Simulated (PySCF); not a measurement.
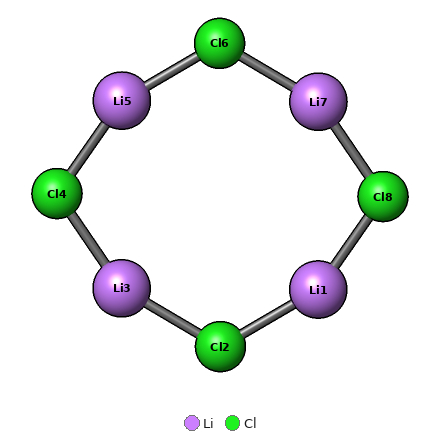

Li₄Cl₄, singlet. Vertical core-electron binding energies by ΔSCF (SCAN, pcX-2 on the ionised atom (unc-x2c-TZVPall on a metal), pcseg-1 elsewhere, spin-free X2C; PySCF 2.14.0, at a PBE0-D3(BJ)/def2-SVP geometry (no frequency check)), gas phase, against the vacuum level. One atom of each kind was ionised; within a panel, areas follow the number of like atoms and 2j + 1 (2p levels are split by first-order spin-orbit coupling, an approximation), each panel is scaled alone, Gaussians of 0.6 eV full width. Only the regions named are shown.

Question: Predict the Cl 2p and Cl 1s photoelectron lines.

Answer:
```csv
level,atoms,binding energy (eV)
Cl 2p1/2,"Cl2, Cl4, Cl6, Cl8",206.7
Cl 2p3/2,"Cl2, Cl4, Cl6, Cl8",205.1
Cl 1s,"Cl2, Cl4, Cl6, Cl8",2827.7
```

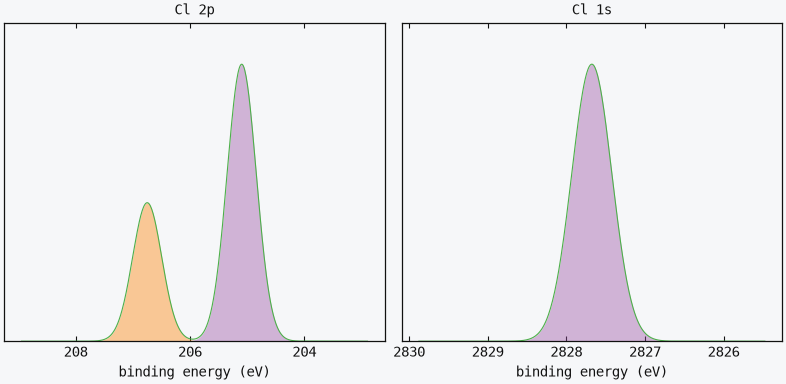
